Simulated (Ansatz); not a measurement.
# C2H8OSSi: basis-set convergence

How large a basis does C2H8OSSi need? Two functionals and correlated methods are run in growing sets.

Method: one geometry, several basis sets; program: Ansatz 0.2.0, Gaussian basis.

Plan: PBE0-D4/def2-SVP; ωB97M-V/def2-SVP; PBE0-D4/def2-QZVPP; ωB97M-V/def2-QZVPP; CCSD(T)/cc-pV(D+d)Z; CCSD(T)/cc-pV(T+d)Z; MP2/cc-pV(Q+d)Z; the functionals' def2-TZVPP values are taken from earlier runs.

## 1. The geometry

An earlier PBE0-D4 in a triple-zeta def2 set relaxation fixed the geometry.

13 atoms, charge 0, spin multiplicity 1.

Atoms are counted from 1 here; the program's logs count them from 0.

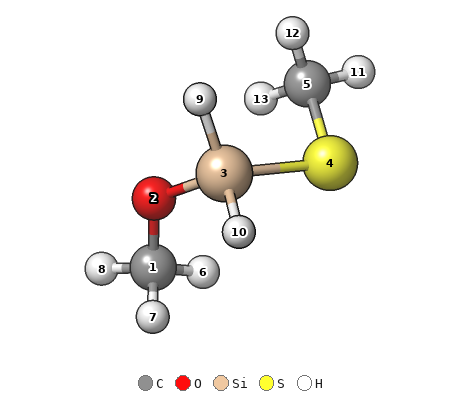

The structure; carbon grey, oxygen red, silicon light orange, sulfur yellow, hydrogen white; atoms are numbered from 1 in the order of the file.

## 2. PBE0-D4 in def2-SVP

in.yaml reads:

```yaml
crystal:
  periodic: [false, false, false]
  atoms:
    - {symbol: C, position_ang: [-1.458353, 0.763288, 1.352323]}
    - {symbol: O, position_ang: [-0.544066, 1.242139, 0.390507]}
    - {symbol: Si, position_ang: [1.019759, 0.752975, 0.322092]}
    - {symbol: S, position_ang: [1.233627, -1.331128, -0.005787]}
    - {symbol: C, position_ang: [0.502588, -1.445439, -1.666706]}
    - {symbol: H, position_ang: [-1.550720, -0.326977, 1.306581]}
    - {symbol: H, position_ang: [-1.152305, 1.044275, 2.366343]}
    - {symbol: H, position_ang: [-2.432348, 1.209717, 1.146496]}
    - {symbol: H, position_ang: [1.594771, 1.527685, -0.801510]}
    - {symbol: H, position_ang: [1.726423, 0.994330, 1.607778]}
    - {symbol: H, position_ang: [0.556310, -2.491527, -1.965809]}
    - {symbol: H, position_ang: [1.064961, -0.842865, -2.379678]}
    - {symbol: H, position_ang: [-0.540147, -1.131174, -1.657830]}
basis:
  gaussian: {orbitals: def2-SVP}
hamiltonian: {xc: pbe0, dispersion: d4}
output: {orbitals: {seedname: orbitals}}
```

Started as:

```console
> ansatz run in.yaml --threads 2 --pin off --events-out ev --progress --plain --max-ram 32768MiB --backend cpu
```

The log of the run:

```text
Functional definition: PBE0
  name "PBE0"
  cite "Adamo & Barone, J. Chem. Phys. 110, 6158 (1999) doi:10.1063/1.478522"
  cite "Perdew, Burke & Ernzerhof, Phys. Rev. Lett. 77, 3865 (1996) doi:10.1103/PhysRevLett.77.3865"
  parent pbe
  parameter a = 0.25
  parameter kappa = 0.804
  parameter beta = 0.06672455060314922
  exchange = (1 - a)*pbe_x(kappa = kappa, mu = beta*pi^2/3) + a*exact_x
  correlation = pbe_c(beta = beta)
1327 factors; their error is unknown
mean field evaluation 1: about -22939.1335 eV, gradient 5.1e1 eV
mean field evaluation 2: about -22933.8371 eV, gradient 7.2e1 eV
mean field evaluation 4: about -22944.7257 eV, gradient 3.1e0 eV
mean field evaluation 8: about -22944.7443 eV, gradient 3.6e-2 eV
mean field evaluation 16: about -22944.8458 eV, gradient 2.3e-5 eV
mean field -22944.84581906 eV, -843.2075312753 hartree, gradient 2.3e-5 eV, S^2 0.000000; 0 other end points of the search recorded, 0 dependent functions left out
reference -22944.84584865 eV, -843.2075323630 hartree; 29, 29 occupied and 89, 89 virtual orbitals, 1327 factors
Total energy: -22945.09884852 eV, -843.2168299364 hartree
```

Wall time 2 s (2 threads of AMD EPYC 7R13, shared host).

## 3. ωB97M-V in def2-SVP

in.yaml: that of step 2 with these lines changed.

```diff
@@ -18,3 +18,3 @@
   gaussian: {orbitals: def2-SVP}
-hamiltonian: {xc: pbe0, dispersion: d4}
+hamiltonian: {xc: {name: wB97M-V}}
 output: {orbitals: {seedname: orbitals}}
```

Same command.

The log of the run:

```text
Functional definition: wB97M-V
  name "wB97M-V"
  cite "Mardirossian & Head-Gordon, J. Chem. Phys. 144, 214110 (2016) doi:10.1063/1.4952647"
  cite "Becke, J. Chem. Phys. 107, 8554 (1997) doi:10.1063/1.475007"
  cite "Vydrov & Van Voorhis, J. Chem. Phys. 133, 244103 (2010) doi:10.1063/1.3521275"
  # Of w^i u^j: cxij and so on, Table III.
  parameter omega = 0.3/bohr
  parameter cx = 0.15
  parameter cx01 = 1.007
  parameter cx10 = 0.259
  parameter css00 = 0.443
  parameter css04 = -1.437
  parameter css10 = -4.535
  parameter css20 = -3.390
  parameter css43 = 4.278
  parameter cos00 = 1.000
  parameter cos10 = 1.358
  parameter cos20 = 2.924
  parameter cos21 = -8.812
  parameter cos60 = -1.390
  parameter cos61 = 9.142
  parameter b = 6.0
  parameter c = 0.01
  gx(w, u) = 1 - cx + cx01*u + cx10*w
  gss(w, u) = css00 + css04*u^4 + css10*w + css20*w^2 + css43*w^4*u^3
  gos(w, u) = cos00 + cos10*w + (cos20 + cos21*u)*w^2 + (cos60 + cos61*u)*w^6
  exchange = spin_sum(e_x_unif_sr(omega)*gx(b97_w, b97_u_x)) + cx*exact_x_sr(omega) + exact_x_lr(omega)
  correlation = spin_sum(e_c_pw_mod_same_spin*gss(b97_w, b97_u_same))
      + integral(e_c_pw_mod_opposite_spin*gos(b97_w_opposite, b97_u_opposite)) + vv10(b, c)
1324 factors; their error is unknown
364 factors; integrals over basis functions are off by at most 7.8e-6 eV
mean field evaluation 1: about -22950.0713 eV, gradient 4.0e1 eV
mean field evaluation 2: about -22950.3599 eV, gradient 4.1e1 eV
mean field evaluation 4: about -22953.4280 eV, gradient 1.6e0 eV
mean field evaluation 8: about -22953.4407 eV, gradient 6.6e-2 eV
mean field evaluation 16: about -22953.4708 eV, gradient 6.2e-5 eV
mean field -22953.47075201 eV, -843.5244917152 hartree, gradient 6.2e-5 eV, S^2 0.000000; 0 other end points of the search recorded, 0 dependent functions left out
reference -22953.47079732 eV, -843.5244933801 hartree; 29, 29 occupied and 89, 89 virtual orbitals, 1324 factors
Total energy: -22953.47079732 eV, -843.5244933801 hartree
```

It took 7 s on 2 threads of AMD EPYC 7R13, shared host.

## 4. PBE0-D4 in def2-QZVPP

in.yaml: that of step 3 with these lines changed.

```diff
@@ -17,4 +17,4 @@
 basis:
-  gaussian: {orbitals: def2-SVP}
-hamiltonian: {xc: {name: wB97M-V}}
+  gaussian: {orbitals: "def2-QZVPP.json"}
+hamiltonian: {xc: pbe0, dispersion: d4}
 output: {orbitals: {seedname: orbitals}}
```

Started as:

```console
> ansatz run in.yaml --threads 2 --pin off --events-out ev --progress --plain --max-ram 32768MiB --backend cuda --devices 0, --max-vram 18GiB
```

The log of the run:

```text
Functional definition: PBE0
  name "PBE0"
  cite "Adamo & Barone, J. Chem. Phys. 110, 6158 (1999) doi:10.1063/1.478522"
  cite "Perdew, Burke & Ernzerhof, Phys. Rev. Lett. 77, 3865 (1996) doi:10.1103/PhysRevLett.77.3865"
  parent pbe
  parameter a = 0.25
  parameter kappa = 0.804
  parameter beta = 0.06672455060314922
  exchange = (1 - a)*pbe_x(kappa = kappa, mu = beta*pi^2/3) + a*exact_x
  correlation = pbe_c(beta = beta)
1785 factors; their error is unknown
mean field evaluation 1: about -22948.6598 eV, gradient 6.5e1 eV
mean field evaluation 2: about -22938.8934 eV, gradient 9.4e1 eV
mean field evaluation 4: about -22957.2838 eV, gradient 4.9e0 eV
mean field evaluation 8: about -22957.3294 eV, gradient 3.6e-1 eV
mean field evaluation 16: about -22957.3450 eV, gradient 2.3e-4 eV
mean field -22957.34499679 eV, -843.6668675846 hartree, gradient 7.0e-5 eV, S^2 0.000000; 0 other end points of the search recorded, 0 dependent functions left out
reference -22957.34504069 eV, -843.6668691982 hartree; 29, 29 occupied and 522, 522 virtual orbitals, 1785 factors
Total energy: -22957.59804056 eV, -843.6761667716 hartree
```

Run time: 16 s. Hardware: 1 × H100 (card shared with other runs) with 2 threads of AMD EPYC 7R13, shared host; peak host memory 1.1 GiB.

## 5. ωB97M-V in def2-QZVPP

in.yaml: that of step 4 with these lines changed.

```diff
@@ -18,3 +18,3 @@
   gaussian: {orbitals: "def2-QZVPP.json"}
-hamiltonian: {xc: pbe0, dispersion: d4}
+hamiltonian: {xc: {name: wB97M-V}}
 output: {orbitals: {seedname: orbitals}}
```

Same command.

The log of the run:

```text
Functional definition: wB97M-V
  name "wB97M-V"
  cite "Mardirossian & Head-Gordon, J. Chem. Phys. 144, 214110 (2016) doi:10.1063/1.4952647"
  cite "Becke, J. Chem. Phys. 107, 8554 (1997) doi:10.1063/1.475007"
  cite "Vydrov & Van Voorhis, J. Chem. Phys. 133, 244103 (2010) doi:10.1063/1.3521275"
  # Of w^i u^j: cxij and so on, Table III.
  parameter omega = 0.3/bohr
  parameter cx = 0.15
  parameter cx01 = 1.007
  parameter cx10 = 0.259
  parameter css00 = 0.443
  parameter css04 = -1.437
  parameter css10 = -4.535
  parameter css20 = -3.390
  parameter css43 = 4.278
  parameter cos00 = 1.000
  parameter cos10 = 1.358
  parameter cos20 = 2.924
  parameter cos21 = -8.812
  parameter cos60 = -1.390
  parameter cos61 = 9.142
  parameter b = 6.0
  parameter c = 0.01
  gx(w, u) = 1 - cx + cx01*u + cx10*w
  gss(w, u) = css00 + css04*u^4 + css10*w + css20*w^2 + css43*w^4*u^3
  gos(w, u) = cos00 + cos10*w + (cos20 + cos21*u)*w^2 + (cos60 + cos61*u)*w^6
  exchange = spin_sum(e_x_unif_sr(omega)*gx(b97_w, b97_u_x)) + cx*exact_x_sr(omega) + exact_x_lr(omega)
  correlation = spin_sum(e_c_pw_mod_same_spin*gss(b97_w, b97_u_same))
      + integral(e_c_pw_mod_opposite_spin*gos(b97_w_opposite, b97_u_opposite)) + vv10(b, c)
1737 factors; their error is unknown
443 factors; integrals over basis functions are off by at most 6.5e-6 eV
mean field evaluation 1: about -22960.9097 eV, gradient 5.2e1 eV
mean field evaluation 2: about -22960.9962 eV, gradient 5.5e1 eV
mean field evaluation 4: about -22966.1171 eV, gradient 2.3e0 eV
mean field evaluation 8: about -22966.1370 eV, gradient 4.7e-2 eV
mean field evaluation 16: about -22966.1400 eV, gradient 1.0e-4 eV
mean field -22966.13997311 eV, -843.9900770031 hartree, gradient 4.7e-5 eV, S^2 0.000000; 0 other end points of the search recorded, 0 dependent functions left out
reference -22966.14004259 eV, -843.9900795562 hartree; 29, 29 occupied and 522, 522 virtual orbitals, 1737 factors
Total energy: -22966.14004259 eV, -843.9900795562 hartree
```

It took 25 s on 1 × H100 (card shared with other runs) with 2 threads of AMD EPYC 7R13, shared host; peak host memory 1.2 GiB.

## 6. Density functionals: the series

The def2-TZVPP values come from earlier runs at the same geometry.

| functional | basis | functions | energy (eV) | from the largest (eV) | HOMO (eV) | LUMO (eV) |
| --- | --- | --- | --- | --- | --- | --- |
| PBE0-D4 | def2-SVP | 118 | -22945.0988 | 12.499 | -6.98 | 0.91 |
| PBE0-D4 | def2-TZVPP | 289 | -22956.7455 | 0.853 | -7.06 | 0.41 |
| PBE0-D4 | def2-QZVPP | 551 | -22957.5980 | 0.000 | -7.09 | 0.17 |
| ωB97M-V | def2-SVP | 118 | -22953.4708 | 12.669 | -9.15 | 2.83 |
| ωB97M-V | def2-TZVPP | 289 | -22965.3282 | 0.812 | -9.26 | 2.16 |
| ωB97M-V | def2-QZVPP | 551 | -22966.1400 | 0.000 | -9.29 | 1.61 |

## 7. CCSD(T) in cc-pV(D+d)Z

in.yaml: that of step 5 with these lines changed.

```diff
@@ -17,4 +17,3 @@
 basis:
-  gaussian: {orbitals: "def2-QZVPP.json"}
-hamiltonian: {xc: {name: wB97M-V}}
-output: {orbitals: {seedname: orbitals}}
+  gaussian: {orbitals: "cc-pV(D+d)Z.json"}
+correlation: {method: ccsd_t}
```

Launched as before.

The log of the run:

```text
Functional definition: HF
  name "HF"
  cite "Fock, Z. Phys. 61, 126 (1930) doi:10.1007/BF01340294"
  parent pbe
  exchange = exact_x
  correlation = 0
1217 factors; integrals over basis functions are off by at most 1.2e-3 eV
mean field evaluation 1: about -22903.5721 eV, gradient 3.1e1 eV
mean field evaluation 2: about -22903.6999 eV, gradient 3.2e1 eV
mean field evaluation 4: about -22906.2735 eV, gradient 4.2e0 eV
mean field evaluation 8: about -22906.3264 eV, gradient 1.9e-1 eV
mean field evaluation 16: about -22906.1778 eV, gradient 6.1e-1 eV
mean field -22906.32656455 eV, -841.7919747812 hartree, gradient 7.8e-6 eV, S^2 0.000000; 0 other end points of the search recorded, 0 dependent functions left out
13 core orbitals not correlated: weight in the atoms' cores, before any rotation towards them, 1.000 or more for the frozen orbitals, at most 0.000 for the correlated occupied ones
reference -22906.32656455 eV, -841.7919747812 hartree; 16, 16 occupied and 99, 99 virtual orbitals, 1217 factors
second order -19.24449854 eV of doubles, -0.00000000 eV of singles
cycle   1  -20.34153168 eV  change    -1.1e0 eV  update   1.0e-1
cycle   2  -20.90724006 eV  change   -5.7e-1 eV  update   3.0e-2
cycle   3  -21.02273999 eV  change   -1.2e-1 eV  update   1.4e-2
cycle   4  -21.02009361 eV  change    2.6e-3 eV  update   3.2e-3
cycle   5  -21.01969042 eV  change    4.0e-4 eV  update   1.3e-3
cycle   6  -21.01980567 eV  change   -1.2e-4 eV  update   4.1e-4
cycle   7  -21.01961536 eV  change    1.9e-4 eV  update   1.6e-4
cycle   8  -21.01958252 eV  change    3.3e-5 eV  update   4.9e-5
cycle   9  -21.01958951 eV  change   -7.0e-6 eV  update   1.7e-5
perturbative correction -0.58131609 eV, -0.0213629723 hartree
Total energy: -22927.92747015 eV, -842.5857934205 hartree
```

It took 19 s on 1 × H100 (card shared with other runs) with 2 threads of AMD EPYC 7R13, shared host; peak host memory 0.77 GiB.

## 8. CCSD(T) in cc-pV(T+d)Z

in.yaml: that of step 7 with these lines changed.

```diff
@@ -17,3 +17,4 @@
 basis:
-  gaussian: {orbitals: "cc-pV(D+d)Z.json"}
+  gaussian: {orbitals: "cc-pV(T+d)Z.json"}
 correlation: {method: ccsd_t}
+output: {orbitals: {seedname: orbitals}}
```

Launched as before.

The log of the run:

```text
Functional definition: HF
  name "HF"
  cite "Fock, Z. Phys. 61, 126 (1930) doi:10.1007/BF01340294"
  parent pbe
  exchange = exact_x
  correlation = 0
1602 factors; integrals over basis functions are off by at most 1.3e-3 eV
mean field evaluation 1: about -22905.1453 eV, gradient 3.6e1 eV
mean field evaluation 2: about -22905.4734 eV, gradient 3.6e1 eV
mean field evaluation 4: about -22908.5727 eV, gradient 4.8e0 eV
mean field evaluation 8: about -22908.6405 eV, gradient 2.7e-1 eV
mean field evaluation 16: about -22905.1440 eV, gradient 3.6e1 eV
mean field -22908.64093339 eV, -841.8770262676 hartree, gradient 3.1e-6 eV, S^2 0.000000; 0 other end points of the search recorded, 0 dependent functions left out
13 core orbitals not correlated: weight in the atoms' cores, before any rotation towards them, 1.000 or more for the frozen orbitals, at most 0.000 for the correlated occupied ones
reference -22908.64093339 eV, -841.8770262676 hartree; 16, 16 occupied and 251, 251 virtual orbitals, 1602 factors
second order -24.24652387 eV of doubles, -0.00000000 eV of singles
cycle   1  -25.03727364 eV  change   -7.9e-1 eV  update   1.1e-1
cycle   2  -25.66800039 eV  change   -6.3e-1 eV  update   3.0e-2
cycle   3  -25.79020364 eV  change   -1.2e-1 eV  update   1.5e-2
cycle   4  -25.78095880 eV  change    9.2e-3 eV  update   3.3e-3
cycle   5  -25.78001503 eV  change    9.4e-4 eV  update   1.5e-3
cycle   6  -25.78040602 eV  change   -3.9e-4 eV  update   4.7e-4
cycle   7  -25.78014426 eV  change    2.6e-4 eV  update   1.9e-4
cycle   8  -25.78010421 eV  change    4.0e-5 eV  update   6.0e-5
cycle   9  -25.78012704 eV  change   -2.3e-5 eV  update   2.3e-5
perturbative correction -1.02458221 eV, -0.0376527019 hartree
Total energy: -22935.44564264 eV, -842.8620811637 hartree
```

It took 24 s on 1 × H100 (card shared with other runs) with 2 threads of AMD EPYC 7R13, shared host; peak host memory 0.81 GiB.

## 9. MP2 in cc-pV(Q+d)Z

in.yaml: that of step 8 with these lines changed.

```diff
@@ -17,4 +17,3 @@
 basis:
-  gaussian: {orbitals: "cc-pV(T+d)Z.json"}
-correlation: {method: ccsd_t}
-output: {orbitals: {seedname: orbitals}}
+  gaussian: {orbitals: "cc-pV(Q+d)Z.json"}
+correlation: {method: mp2}
```

The command is unchanged.

The log of the run:

```text
Functional definition: HF
  name "HF"
  cite "Fock, Z. Phys. 61, 126 (1930) doi:10.1007/BF01340294"
  parent pbe
  exchange = exact_x
  correlation = 0
3128 factors; integrals over basis functions are off by at most 1.2e-3 eV
mean field evaluation 1: about -22905.5007 eV, gradient 3.7e1 eV
mean field evaluation 2: about -22905.7275 eV, gradient 3.7e1 eV
mean field evaluation 4: about -22909.0792 eV, gradient 4.9e0 eV
mean field evaluation 8: about -22909.1514 eV, gradient 2.9e-1 eV
mean field -22909.15187708 eV, -841.8958031019 hartree, gradient 8.0e-6 eV, S^2 0.000000; 0 other end points of the search recorded, 0 dependent functions left out
13 core orbitals not correlated: weight in the atoms' cores, before any rotation towards them, 1.000 or more for the frozen orbitals, at most 0.000 for the correlated occupied ones
reference -22909.15187708 eV, -841.8958031019 hartree; 16, 16 occupied and 504, 504 virtual orbitals, 3128 factors
second order -26.05503180 eV of doubles, -0.00000000 eV of singles
Total energy: -22935.20690888 eV, -842.8533078598 hartree
```

Run time: 18 s. Hardware: 1 × H100 (card shared with other runs) with 2 threads of AMD EPYC 7R13, shared host; peak host memory 1.1 GiB.

Energy pieces by basis (eV):

```csv
basis,HF,MP2 correlation,CCSD correlation,(T),total
cc-pV(D+d)Z,-22906.3266,-19.2445,-21.0196,-0.5813,-22927.9275
cc-pV(T+d)Z,-22908.6409,-24.2465,-25.7801,-1.0246,-22935.4456
cc-pV(Q+d)Z,-22909.1519,-26.0550,,,-22935.2069 (MP2)
```

## 10. The basis-set limit

No new run: Hartree-Fock is extrapolated as exp(−5.46√X) and correlation as X^−3.05, with X = 3 and 4; only MP2 was run in the larger set, so CCSD(T) minus MP2 is added from the smaller one.

```
  level  energy at the limit (eV)
     HF               -22909.3058
    MP2               -22936.6483
   CCSD               -22938.1819
CCSD(T)               -22939.2065
```

```csv
basis,HF above its limit (eV),share of the MP2 correlation limit (%)
cc-pV(D+d)Z,2.979,70.4
cc-pV(T+d)Z,0.665,88.7
cc-pV(Q+d)Z,0.154,95.3
```

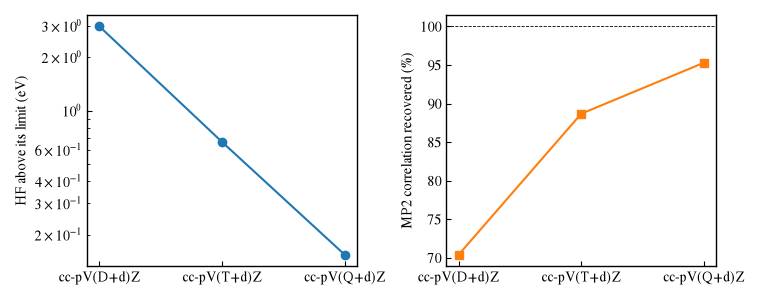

Hartree-Fock converges fast with the basis, correlation slowly.

## 11. Summary of results

| quantity | value |
| --- | --- |
| MP2 correlation recovered, cc-pV(D+d)Z | 70.4 % |
| MP2 correlation recovered, cc-pV(T+d)Z | 88.7 % |
| MP2 correlation recovered, cc-pV(Q+d)Z | 95.3 % |
| CCSD(T) limit from def2 sets (earlier runs) less the limit of this series | -94 meV |
| PBE0-D4: double and triple zeta above quadruple | 12.50, 0.85 eV |
| ωB97M-V: double and triple zeta above quadruple | 12.67, 0.81 eV |

For PBE0-D4 the step from double to triple zeta gains 11.65 eV and the next only 0.85 eV. Correlation climbs from 70 % (cc-pV(D+d)Z) to 95 % (cc-pV(Q+d)Z) of the limit; Hartree-Fock is 0.154 eV from its own by then. A limit from the def2 sets, made apart, differs by 94 meV, a least measure of the doubt on such a limit. These are total energies; as a rule much of such shifts cancels in differences, which this series doesn't test. The LUMO of ωB97M-V is positive and keeps falling with the basis (2.83 to 1.61 eV): an unbound level that the basis holds in place.
